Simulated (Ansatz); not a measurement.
```xyz
8

Zn   -1.1102   -0.6285   -1.4356
Cl   -1.0358   -2.6420   -0.8166
Cl   -1.3579    1.2867   -2.2791
H     0.4079   -0.6573    0.7597
C     0.6977    0.3949    0.9023
H     0.3102    0.7423    1.8689
H     1.7933    0.4643    0.8942
H     0.2949    1.0395    0.1062
```

The calculation used UKS PBE0/def2-SVP in Ansatz 0.2.0.

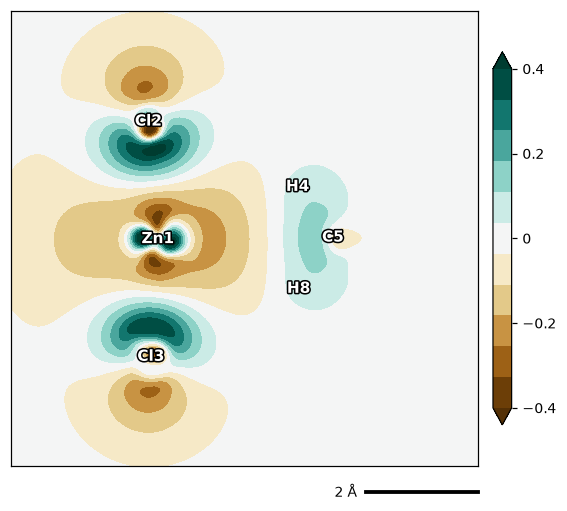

Cl2Zn···CH4. The LUMO on the plane of atoms Cl2, Zn1 and Cl3 (values in Å⁻³ᐟ²; the overall sign is arbitrary).

**What is the character of this orbital?**

Its weight (Hirshfeld) is mainly on Zn1 (about 55 %), Cl2 (about 20 %) and Cl3 (about 20 %). Its energy is −1.34 eV.
